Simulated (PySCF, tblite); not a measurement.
# C4H3FO: geometry, infrared bands, NMR shifts and spin-spin couplings

Aim: predict the infrared bands, NMR shifts and spin-spin couplings of C4H3FO (`O=C1C=C(F)C1`).

Computed with tblite 0.8.0 and PySCF 2.14.0, with density-fitted response routines of our own, on a single molecule in the gas phase. Atoms are numbered from 0 throughout.

## Step 1: Starting geometry

9 atoms, charge 0, multiplicity 1; geometry from: force field or distance geometry start.

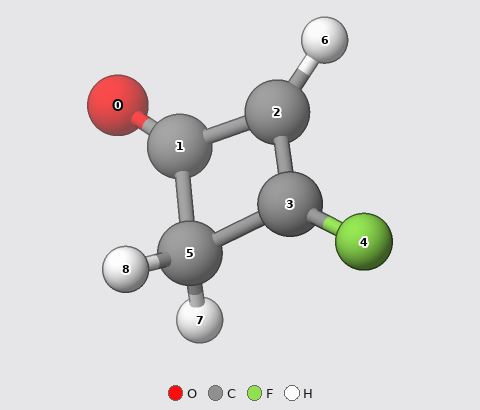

The starting geometry (oxygen red, carbon grey, fluorine green, hydrogen white), atoms numbered.

## Step 2: Relaxing the molecule with GFN2-xTB

What the job is given:

```
{"job": {"kind": "relax", "xc": "GFN2-xTB", "basis": "xTB"}, "charge": 0, "multiplicity": 1}
O      2.258100     0.350000     0.005600
C      1.041800     0.206600    -0.016900
C     -0.070300     1.102300    -0.269700
C     -0.990700     0.130600    -0.081400
F     -2.334100     0.095000    -0.115000
C      0.052700    -0.941300     0.225900
H     -0.175800     2.158500    -0.535100
H      0.080300    -1.333300     1.251400
H      0.151500    -1.762400    -0.490000
```

Command:

```bash
> OMP_NUM_THREADS=1 python probes_run.py task.json out
```

One launch serves the whole session: the jobs run in the order shown.

**Question.** This job is followed by: GFN2-xTB harmonic vibrations, gas phase; GIAO PBE0/pcSseg-1 NMR shielding, non-relativistic, gas phase; B3LYP/pcJ-1 indirect spin-spin coupling, non-relativistic, gas phase. Predict these results of the whole session: strongest single infrared mode (GFN2-xTB); zero-point energy (GFN2-xTB); 13C shifts against TMS (PBE0/pcSseg-1); 1H shifts against TMS (PBE0/pcSseg-1, means over atoms taken as alike); 17O shifts against H2O (PBE0/pcSseg-1); 19F shifts against CFCl3 (PBE0/pcSseg-1); largest coupling of the table (B3LYP/pcJ-1).

**Answer**, as computed:

```
                                                              quantity                          value
                             strongest single infrared mode (GFN2-xTB)          1673 cm⁻¹, 426 km/mol
                                          zero-point energy (GFN2-xTB)                  37.0 kcal/mol
                                13C shifts against TMS (PBE0/pcSseg-1)  194.9, 181.4, 122.0, 51.7 ppm
1H shifts against TMS (PBE0/pcSseg-1, means over atoms taken as alike)                 5.08, 3.36 ppm
                                17O shifts against H2O (PBE0/pcSseg-1)                      577.3 ppm
                              19F shifts against CFCl3 (PBE0/pcSseg-1)                      -58.8 ppm
                           largest coupling of the table (B3LYP/pcJ-1)       1J(C,F) C3–F4, -431.7 Hz
```

Relaxing lowered the energy by 0.133 eV in 15 steps; the close pair that moved most is O0–C1, from 1.225 to 1.192 Å. All 21 modes are real, so the xTB geometry is a minimum. The strongest single mode, at 1673 cm⁻¹, moves mainly C3 and C2. Unscaled tight-binding wavenumbers are off by several per cent, some by more. Its intensities can rank the bands wrongly. The most deshielded hydrogen is H6 (hydrogen on an α carbon of a C=C–C=O unit), at 5.08 ppm: olefinic region. At PBE0/pcSseg-1: The largest span, 1128 ppm, is at O0, where the paramagnetic term is -639 ppm. Of the pairs tabulated at B3LYP/pcJ-1, C3–F4 couples most strongly (-431.7 Hz; Fermi contact -383.5 Hz). Couplings across rotatable bonds belong to this one conformer; where others are populated, the observed values are averages.
